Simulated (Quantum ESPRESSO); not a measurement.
# GaP (F-43m): zone-centre phonons

Which modes does GaP (F-43m) have at the zone centre?

Main program and level: Quantum ESPRESSO 7.5; DFT LDA, scalar-relativistic, plane waves, PseudoDojo norm-conserving pseudopotentials.

**Measured values to reproduce.**

For GaP, zinc blende (literature value (Ref. 21), 300 K), “Temperature dependence of the optical phonon reflection band in GaP” (2021, arxiv:2105.06662) quotes earlier work: Raman mode (TO at Gamma) 367.3 cm⁻¹; infrared mode (TO at Gamma) 366.3 ± 0.3 cm⁻¹.

## 1. Starting point

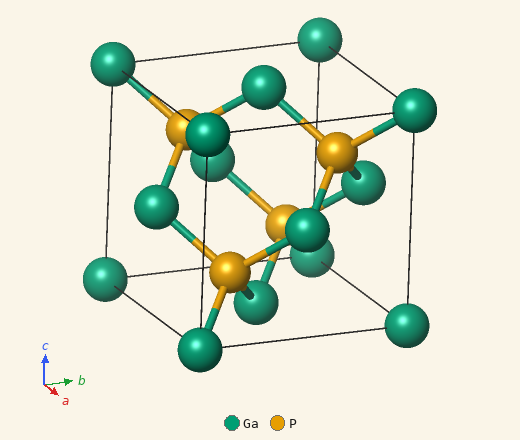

The starting structure, seen slightly off an axis (gallium teal, phosphorus orange). This picture shows the conventional cell, with its axes. Bonds to atoms that aren't drawn are left out. Some periodic images of atoms are drawn too.

## 2. A first look

A cheap run with smearing and empty bands tells whether the crystal has a gap, which decides between fixed occupations and smearing later on.

probe.in

```
&CONTROL
  calculation = 'scf'
  prefix      = 'x'
  outdir      = './tmp'
  pseudo_dir  = './pseudo'
  tprnfor     = .true.
  tstress     = .true.
  verbosity   = 'high'
/
&SYSTEM
  ibrav       = 2
  celldm(1)   = 10.29995224
  nat         = 2
  ntyp        = 2
  ecutwfc     = 88.0
  occupations = 'smearing'
  smearing    = 'gaussian'
  degauss     = 0.01
/
&ELECTRONS
  conv_thr         = 1.0d-07
  mixing_beta      = 0.7
  electron_maxstep = 100
/
ATOMIC_SPECIES
 Ga     69.7230  Ga.upf
 P      30.9738  P.upf
ATOMIC_POSITIONS crystal
 Ga     0.000000000   0.000000000   0.000000000
 P      0.250000000   0.250000000   0.250000000
K_POINTS automatic
 6 6 6 0 0 0
```

Launch:

```
> OMP_NUM_THREADS=1 mpirun -n 4 pw.x -nk 4 -in probe.in > probe.out
```

Output:

```text
[banners, grids, parts of the stress and lines that vanish by symmetry left out]
Program PWSCF v.7.5
     bravais-lattice index     =            2
     lattice parameter (alat)  =      10.3000  a.u.
[...]
kinetic-energy cutoff     =      88.0000  Ry
     charge density cutoff     =     352.0000  Ry
     scf convergence threshold =      1.0E-07
[...]
Exchange-correlation= SLA  PW   NOGX NOGC
                           (   1   4   0   0   0   0   0)
[...]
24 Sym. Ops. (no inversion) found
[...]
(     0          1          0      )
                  (     0          0          1      )
[...]
(  0.0000000  1.0000000  0.0000000 )
                  (  0.0000000  0.0000000  1.0000000 )
[...]
(     1          0         -1      )
                  (     0          0         -1      )
[...]
(  0.0000000  1.0000000  0.0000000 )
[...]
(    -1          0          1      )
                  (    -1          0          0      )
[...]
(  0.0000000  0.0000000  1.0000000 )
                  (  0.0000000 -1.0000000  0.0000000 )
[...]
number of k points=    16  Gaussian smearing, width (Ry)=  0.0100
[...]
End of self-consistent calculation
[...]
the Fermi energy is     8.2342 ev
!    total energy              =    -166.69661172 Ry
[...]
convergence has been achieved in   6 iterations
[...]
atom    1 type  1   force =     0.00000000    0.00000000    0.00000000
     atom    2 type  2   force =     0.00000000    0.00000000    0.00000000
[...]
Total force =     0.000000     Total SCF correction =     0.000000
[...]
total   stress  (Ry/bohr**3)                   (kbar)     P=      -28.89
[...]
XML data file, charge density, pseudopotentials, collected wavefunctions

   JOB DONE.
```

Elapsed: 3.7 s, on 4 MPI ranks of Arm Neoverse V1, shared host.

Read from the output:

* volume per atom: 20.24 Å³
* pressure: -2.889 GPa
* gap on the k-mesh: 1.498 eV

A gap of 1.5 eV opens on this mesh, so the crystal is taken as an insulator; the start stands at -2.9 GPa.

## 3. Relaxation

The relaxation runs at a cutoff a fifth above that of the response, since stress converges more slowly with the basis than frequencies do. Forces and stress are brought to rest with tight thresholds.

relax.in

```
&CONTROL
  calculation   = 'vc-relax'
  prefix        = 'x'
  outdir        = './tmp'
  pseudo_dir    = './pseudo'
  tprnfor       = .true.
  tstress       = .true.
  forc_conv_thr = 2.0d-05
  etot_conv_thr = 1.0d-07
  nstep         = 40
/
&SYSTEM
  ibrav       = 2
  celldm(1)   = 10.29995224
  nat         = 2
  ntyp        = 2
  ecutwfc     = 106
  occupations = 'fixed'
  nbnd        = 11
/
&ELECTRONS
  conv_thr         = 1.0d-11
  mixing_beta      = 0.7
  electron_maxstep = 100
/
&IONS
/
&CELL
  press_conv_thr = 0.2
/
ATOMIC_SPECIES
 Ga     69.7230  Ga.upf
 P      30.9738  P.upf
ATOMIC_POSITIONS crystal
 Ga     0.000000000   0.000000000   0.000000000
 P      0.250000000   0.250000000   0.250000000
K_POINTS automatic
 8 8 8 0 0 0
```

Launch:

```
> OMP_NUM_THREADS=1 mpirun -n 4 pw.x -nk 4 -in relax.in > relax.out
```

Output:

```text
[banners, grids, parts of the stress and lines that vanish by symmetry left out]
[banner, memory and clock lines left out]
Program PWSCF v.7.5

[...]
kinetic-energy cutoff     =     106.0000  Ry
     charge density cutoff     =     424.0000  Ry
     scf convergence threshold =      1.0E-11
[...]
energy convergence thresh.=      1.0E-07
     force convergence thresh. =      2.0E-05
     press convergence thresh. =      2.0E-01
     Exchange-correlation= SLA  PW   NOGX NOGC
                           (   1   4   0   0   0   0   0)
[...]
24 Sym. Ops. (no inversion) found
[...]
number of k points=    29
[...]
End of self-consistent calculation
[...]
highest occupied, lowest unoccupied level (ev):     7.3597    8.8594
!    total energy              =    -166.69776869 Ry
[...]
convergence has been achieved in  10 iterations
[...]
atom    1 type  1   force =     0.00000000    0.00000000    0.00000000
     atom    2 type  2   force =     0.00000000    0.00000000    0.00000000
     Total force =     0.000000     Total SCF correction =     0.000000
[...]
total   stress  (Ry/bohr**3)                   (kbar)     P=      -29.15
[...]
number of bfgs steps    =   0
[...]
CELL_PARAMETERS (alat= 10.29995224)
[...]
ATOMIC_POSITIONS (crystal)
Ga               0.0000000000        0.0000000000        0.0000000000
P                0.2500000000        0.2500000000        0.2500000000
[...]
New effective cutoffs (rho, wfc):  428.08  107.04
[...]
End of self-consistent calculation
[...]
highest occupied, lowest unoccupied level (ev):     7.5563    9.0339
!    total energy              =    -166.69840898 Ry
[...]
convergence has been achieved in   7 iterations
[...]
atom    1 type  1   force =     0.00000000    0.00000000   -0.00000000
     atom    2 type  2   force =    -0.00000000   -0.00000000    0.00000000
     Total force =     0.000000     Total SCF correction =     0.000000
[...]
total   stress  (Ry/bohr**3)                   (kbar)     P=      -17.31
[...]
number of bfgs steps    =   1
[...]
CELL_PARAMETERS (alat= 10.29995224)
[...]
ATOMIC_POSITIONS (crystal)
Ga              -0.0000000000        0.0000000000        0.0000000000
P                0.2500000000        0.2500000000        0.2500000000
[...]
New effective cutoffs (rho, wfc):  434.23  108.58
[...]
End of self-consistent calculation
[...]
highest occupied, lowest unoccupied level (ev):     7.8439    9.2789
!    total energy              =    -166.69872862 Ry
[...]
convergence has been achieved in   9 iterations
[...]
atom    1 type  1   force =    -0.00000000   -0.00000000    0.00000000
     atom    2 type  2   force =     0.00000000    0.00000000    0.00000000
     Total force =     0.000000     Total SCF correction =     0.000000
[...]
total   stress  (Ry/bohr**3)                   (kbar)     P=        1.16
[...]
number of bfgs steps    =   2
[...]
CELL_PARAMETERS (alat= 10.29995224)
[...]
ATOMIC_POSITIONS (crystal)
[...]
New effective cutoffs (rho, wfc):  433.84  108.48
[...]
End of self-consistent calculation
[...]
highest occupied, lowest unoccupied level (ev):     7.8259    9.2636
!    total energy              =    -166.69872995 Ry
[...]
convergence has been achieved in   7 iterations
[...]
atom    1 type  1   force =    -0.00000000    0.00000000   -0.00000000
     atom    2 type  2   force =    -0.00000000    0.00000000   -0.00000000
     Total force =     0.000000     Total SCF correction =     0.000000
[...]
total   stress  (Ry/bohr**3)                   (kbar)     P=       -0.04
[...]
number of bfgs steps    =   3
[...]
small trust_radius: resetting bfgs history
[...]
CELL_PARAMETERS (alat= 10.29995224)
[...]
ATOMIC_POSITIONS (crystal)
[...]
New effective cutoffs (rho, wfc):  433.85  108.49
[...]
End of self-consistent calculation
[...]
highest occupied, lowest unoccupied level (ev):     7.8262    9.2638
!    total energy              =    -166.69872995 Ry
[...]
convergence has been achieved in   4 iterations
[...]
atom    1 type  1   force =    -0.00000000   -0.00000000   -0.00000000
     atom    2 type  2   force =     0.00000000    0.00000000    0.00000000
     Total force =     0.000000     Total SCF correction =     0.000000
[...]
total   stress  (Ry/bohr**3)                   (kbar)     P=       -0.02
[...]
bfgs converged in   5 scf cycles and   4 bfgs steps
[...]
End of BFGS Geometry Optimization
     Final enthalpy           =    -166.6987299484 Ry
     File ./tmp/x.bfgs deleted, as requested
[...]
CELL_PARAMETERS (alat= 10.29995224)
[...]
ATOMIC_POSITIONS (crystal)
Ga              -0.0000000000        0.0000000000        0.0000000000
P                0.2500000000        0.2500000000        0.2500000000
[...]
Final scf calculation at the relaxed structure.
[...]
kinetic-energy cutoff     =     106.0000  Ry
     charge density cutoff     =     424.0000  Ry
     scf convergence threshold =      1.0E-13
[...]
press convergence thresh. =      2.0E-01
     Exchange-correlation= SLA  PW   NOGX NOGC
                           (   1   4   0   0   0   0   0)
[...]
24 Sym. Ops. (no inversion) found
[...]
number of k points=    29
[...]
End of self-consistent calculation
[...]
highest occupied, lowest unoccupied level (ev):     7.8262    9.2638
!    total energy              =    -166.69872460 Ry
[...]
convergence has been achieved in  12 iterations
[...]
atom    1 type  1   force =     0.00000000   -0.00000000    0.00000000
     atom    2 type  2   force =    -0.00000000   -0.00000000    0.00000000
     Total force =     0.000000     Total SCF correction =     0.000000
[...]
total   stress  (Ry/bohr**3)                   (kbar)     P=       -0.00
[...]
XML data file, charge density, pseudopotentials, collected wavefunctions
```

Wall time 44 s (4 MPI ranks).

Step by step:

```csv
step,energy less that of the first step (eV),largest force (eV/Å),pressure (GPa),volume (Å³)
1,0.0000,0.0000,-2.92,40.48
2,-0.0087,0.0000,-1.73,39.88
3,-0.0131,0.0000,0.12,39.04
4,-0.0131,0.0000,0.00,39.09
5,-0.0131,0.0000,0.00,39.09
6,-0.0130,0.0000,0.00,39.09
```

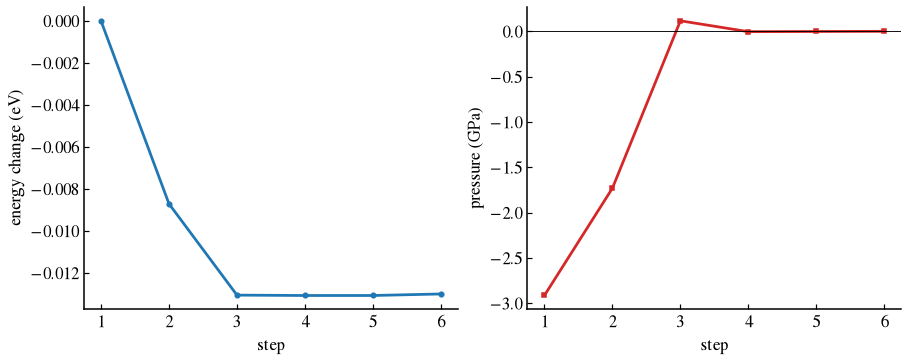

Energy and pressure along the relaxation.

```
conventional cell, symmetrised  before  after  change
                         a (Å)   5.451  5.387  -1.2 %
                         b (Å)   5.451  5.387  -1.2 %
                         c (Å)   5.451  5.387  -1.2 %
              volume (Å³/atom)   20.24  19.54  -3.4 %
```

The relaxed structure:

```xyz
2
Lattice="-2.6937 0.0000 2.6937 0.0000 2.6937 2.6937 -2.6937 2.6937 0.0000" Properties=species:S:1:pos:R:3 pbc="T T T"
Ga    0.0000    0.0000    0.0000
P    -1.3468    1.3468    1.3468
```

The last row of the table of steps is pw.x's closing run on a basis chosen anew for the final cell, so its energy can jump.

Numbers from this step:

* volume per atom: 19.54 Å³
* pressure: 0 GPa
* gap on the k-mesh: 1.438 eV

The volume changes by -3.4 % from the cell with which this run began.

## 4. Self-consistent run for the response

The response is built on this ground state, so it is converged far tighter than an energy would need. With a gap, occupations are fixed, which also allows the response to an electric field.

scf.in

```
&CONTROL
  calculation = 'scf'
  prefix      = 'x'
  outdir      = './tmp'
  pseudo_dir  = './pseudo'
  tprnfor     = .true.
  tstress     = .true.
/
&SYSTEM
  ibrav       = 2
  celldm(1)   = 10.18056104
  nat         = 2
  ntyp        = 2
  ecutwfc     = 88.0
  occupations = 'fixed'
  nbnd        = 11
/
&ELECTRONS
  conv_thr         = 1.0d-12
  mixing_beta      = 0.7
  electron_maxstep = 100
/
ATOMIC_SPECIES
 Ga     69.7230  Ga.upf
 P      30.9738  P.upf
ATOMIC_POSITIONS crystal
 Ga     0.000000000   0.000000000   0.000000000
 P      0.250000000   0.250000000   0.250000000
K_POINTS automatic
 8 8 8 0 0 0
```

Launch:

```
> OMP_NUM_THREADS=1 mpirun -n 4 pw.x -nk 4 -in scf.in > scf.out
```

Output:

```text
[banners, grids, parts of the stress and lines that vanish by symmetry left out]
[banner, memory and clock lines left out]
Program PWSCF v.7.5

[...]
kinetic-energy cutoff     =      88.0000  Ry
     charge density cutoff     =     352.0000  Ry
     scf convergence threshold =      1.0E-12
[...]
Exchange-correlation= SLA  PW   NOGX NOGC
                           (   1   4   0   0   0   0   0)
[...]
24 Sym. Ops. (no inversion) found
[...]
number of k points=    29
[...]
End of self-consistent calculation
[...]
highest occupied, lowest unoccupied level (ev):     7.8262    9.2638
!    total energy              =    -166.69869906 Ry
[...]
convergence has been achieved in  11 iterations
[...]
atom    1 type  1   force =     0.00000000    0.00000000    0.00000000
     atom    2 type  2   force =     0.00000000    0.00000000    0.00000000
     Total force =     0.000000     Total SCF correction =     0.000000
[...]
total   stress  (Ry/bohr**3)                   (kbar)     P=        0.01
[...]
XML data file, charge density, pseudopotentials, collected wavefunctions
```

Elapsed: 8.7 s, on 4 MPI ranks.

Read from the output:

```
pressure : 0.001 GPa
```

The cell stands at 0.001 GPa, close enough for phonons.

(Part 1 of 2 ends here.)

[Host names and launcher messages were left out of these logs when they were recorded.]

[Logs are printed without paths, hosts, clocks, repeated set-up lines and the standing remarks that a program may print on its own settings, such as how far it seeks lower states.]

[Hosts, paths, dates, database ids (printed as entryN), source tags and the programs' standing remarks are cut or masked in the printed files.]
